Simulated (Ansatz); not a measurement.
# One shape, several levels: SiH2Br− (SMILES [SiH2-]Br)

Wanted: a comparison of 6 runs (B3LYP/STO-3G, CAM-B3LYP/STO-3G, PBE/STO-3G, PBE0/STO-3G, SVWN5/STO-3G, CCSD(T)/STO-3G) of SiH2Br−. 

The calculation is run with Ansatz 0.2.0.

4 further runs of the same task are left out: 2 that didn't finish, 2 set aside as unsound or not needed.

## Step 1: The structure to begin with

The species is SiH2Br− (4 atoms), meant as a singlet with charge -1. SMILES: `[SiH2-]Br`. The H3–Si1 distance was set to 2.993 Å, away from the relaxed value. At this shape a bond of the SMILES string is far longer than usual.

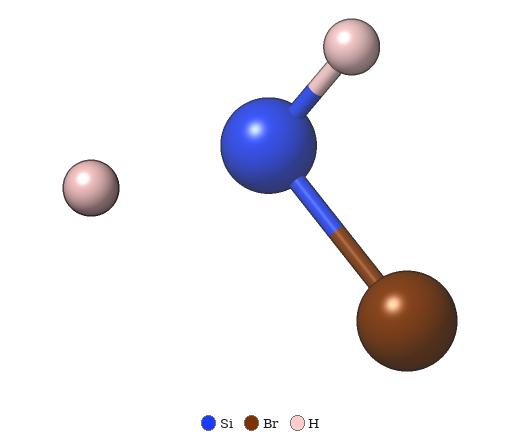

Viewed from a chosen angle; silicon blue, bromine brown, hydrogen pink.

## Step 2: A single-point energy at B3LYP/STO-3G (run 1)

run.yaml reads:

```yaml
basis:
  gaussian:
    orbitals: STO-3G
crystal:
  periodic: [false, false, false]
  atoms:
    - {symbol: Si, position_ang: [0.826012, -0.156024, -1.700244]}
    - {symbol: Br, position_ang: [2.705682, -0.084374, -0.169764]}
    - {symbol: H, position_ang: [-1.209900, -0.529990, 0.461390]}
    - {symbol: H, position_ang: [0.732122, 1.331346, -1.833894]}
total_charge: -1
hamiltonian:
  xc: {name: B3LYP}
accuracy: high
```

Launch:

```bash
$ ansatz run run.yaml --threads 1 --pin off --max-ram 2610MiB --events-out events.jsonl --progress --plain --runs-dir runs
```

The log of the run:

```text
Warning: RAYON_NUM_THREADS=1 ignored (pool sized by the plan → 1); use --threads N
Functional definition: B3LYP
  name "B3LYP"
  parameter a0 = 0.2
  parameter ax = 0.72
  parameter ac = 0.81
  exchange = (1 - a0 - ax)*slater_x + ax*b88_x + a0*exact_x
  correlation = (1 - ac)*vwn_rpa_c + ac*lyp_c
409 factors; integrals over basis functions are off by at most 1.2e-8 eV
mean field evaluation 1: about -77087.0126 eV, gradient 1.7e1 eV
mean field evaluation 2: about -77068.9827 eV, gradient 3.3e1 eV
mean field evaluation 4: about -77091.0906 eV, gradient 6.8e0 eV
mean field evaluation 8: about -77091.4203 eV, gradient 6.7e-1 eV
mean field evaluation 16: about -77091.4066 eV, gradient 1.1e-4 eV
mean field -77091.40656399 eV, -2833.0569367944 hartree, gradient 1.6e-8 eV, S^2 0.000000; 0 other end points of the search recorded, 0 dependent functions left out
reference -77091.40659365 eV, -2833.0569378844 hartree; 26, 26 occupied and 3, 3 virtual orbitals, 409 factors
Total energy: -77091.40659365 eV, -2833.0569378844 hartree
```

Wall time 1.4 s (1 thread of Arm Neoverse V1, shared host); peak memory 0.098 GiB.

## Step 3: The energy at CAM-B3LYP/STO-3G (run 2)

molecule.yaml reads:

```yaml
crystal:
  periodic: [false, false, false]
  atoms:
    - {symbol: Si, position_ang: [0.826012, -0.156024, -1.700244]}
    - {symbol: Br, position_ang: [2.705682, -0.084374, -0.169764]}
    - {symbol: H, position_ang: [-1.209900, -0.529990, 0.461390]}
    - {symbol: H, position_ang: [0.732122, 1.331346, -1.833894]}
basis:
  gaussian:
    orbitals: STO-3G
total_charge: -1
magnetization:
  spin_polarized: false
hamiltonian:
  xc: {name: CAM-B3LYP}
accuracy: high
```

Launch:

```bash
$ ansatz run molecule.yaml --threads 1 --pin off --max-ram 2610MiB --events-out events.jsonl --progress --plain --runs-dir runs
```

The log of the run:

```text
Warning: RAYON_NUM_THREADS=1 ignored (pool sized by the plan → 1); use --threads N
Functional definition: CAM-B3LYP
  name "CAM-B3LYP"
  parameter alpha = 0.19
  parameter beta = 0.46
  parameter omega = 0.33/bohr
[... 1 set-up line as earlier in the session ...]
  exchange = (1 - alpha - beta)*b88_x + beta*b88_x_sr(omega) + alpha*exact_x + beta*exact_x_lr(omega)
  correlation = (1 - ac)*vwn5_c + ac*lyp_c
409 factors; integrals over basis functions are off by at most 1.2e-8 eV
146 factors; integrals over basis functions are off by at most 1.6e-9 eV
mean field evaluation 1: about -77088.2936 eV, gradient 1.6e1 eV
mean field evaluation 2: about -77073.5159 eV, gradient 3.2e1 eV
mean field evaluation 4: about -77092.1860 eV, gradient 4.4e0 eV
mean field evaluation 8: about -77092.3289 eV, gradient 3.1e-2 eV
mean field evaluation 16: about -77092.3116 eV, gradient 5.8e-6 eV
mean field -77092.31157990 eV, -2833.0901955157 hartree, gradient 4.6e-8 eV, S^2 0.000000; 0 other end points of the search recorded, 0 dependent functions left out
reference -77092.31159436 eV, -2833.0901960471 hartree; 26, 26 occupied and 3, 3 virtual orbitals, 409 factors
Total energy: -77092.31159436 eV, -2833.0901960471 hartree
```

It took 1.6 s on 1 thread of Arm Neoverse V1, shared host; peak memory 0.1 GiB.

Runs 3 to 5 aren't shown in full; the table further down has their settings and results.

## Step 4: A single-point energy at CCSD(T)/STO-3G (run 6)

in.yaml reads:

```yaml
crystal:
  periodic: [false, false, false]
  atoms:
    - {symbol: Si, position_ang: [0.826012, -0.156024, -1.700244]}
    - {symbol: Br, position_ang: [2.705682, -0.084374, -0.169764]}
    - {symbol: H, position_ang: [-1.209900, -0.529990, 0.461390]}
    - {symbol: H, position_ang: [0.732122, 1.331346, -1.833894]}
basis:
  gaussian:
    orbitals: STO-3G
accuracy: high
total_charge: -1
scf:
  omitted_lower_state_checks: [cluster_reference, increment]
correlation:
  method: ccsd_t
  frozen_orbitals: {Br: 9, H: 0, Si: 5}
```

Launch:

```bash
$ ansatz run in.yaml --threads 1 --pin off --max-ram 2610MiB --events-out events.jsonl --progress --plain --runs-dir runs
```

The log of the run, shortened:

```text
Warning: RAYON_NUM_THREADS=1 ignored (pool sized by the plan → 1); use --threads N
Functional definition: HF
  name "HF"
[...]
409 factors; integrals over basis functions are off by at most 1.2e-8 eV
[...]
mean field -77037.63757728 eV, -2831.0809629790 hartree, gradient 2.7e-8 eV, S^2 0.000000; 0 other end points of the search recorded, 0 dependent functions left out; unrestricted orbitals would lower it
14 core orbitals not correlated: weight in the atoms' cores, before any rotation towards them, 1.000 or more for the frozen orbitals, at most 0.000 for the correlated occupied ones
reference -77037.63757728 eV, -2831.0809629790 hartree; 12, 12 occupied and 3, 3 virtual orbitals, 409 factors
second order -1.90522649 eV of doubles, -0.00000000 eV of singles
cycle   1  -1.90050182 eV  change   -5.0e-1 eV  update   1.4e-1
[...]
cycle  28  -3.11963857 eV  change   1.1e-10 eV  update  4.3e-10
perturbative correction -0.12611900 eV, -0.0046347879 hartree
WARN: these amplitudes may be one of several solutions (largest doubles amplitude 0.62, level shift 4.04 eV)
Total energy: -77040.88333486 eV, -2831.2002423698 hartree
Checks for a lower state left out: cluster_reference, increment
```

It took 0.38 s on 1 thread of Arm Neoverse V1, shared host.

## Step 5: Overview of the runs

```tsv
run	level	frozen core orbitals	energy (Eh)	wall time
1	B3LYP/STO-3G	–	-2833.056938	1.4 s
2	CAM-B3LYP/STO-3G	–	-2833.090196	1.6 s
3	PBE/STO-3G	–	-2832.464490	1.4 s
4	PBE0/STO-3G	–	-2832.713568	1.5 s
5	SVWN5/STO-3G	–	-2828.083093	0.93 s
6	CCSD(T)/STO-3G	14	-2831.200242	0.38 s
```

## Step 6: Results

| quantity | value |
| --- | --- |
| run 6: total energy | -2831.20024 Eh |
| run 6: correlation energy (14 core orbitals frozen) | -119.3 mEh |
| run 6: (T) correction | -4.63 mEh |
| run 6: T1 diagnostic | 0.068 |

What this shows: Totals of different functionals can't be ranked against each other. In run 6 the T1 diagnostic is large, so a single reference may not serve. In run 6 the log says that unrestricted orbitals would lower the reference, so the values rest on an unstable closed-shell determinant (other closed-shell runs at this shape may share the fault). In runs 1, 2, 3, 4, 5, 6 the basis is minimal, so the values are rough. All runs together took 7.1 s, the longest 1.6 s.
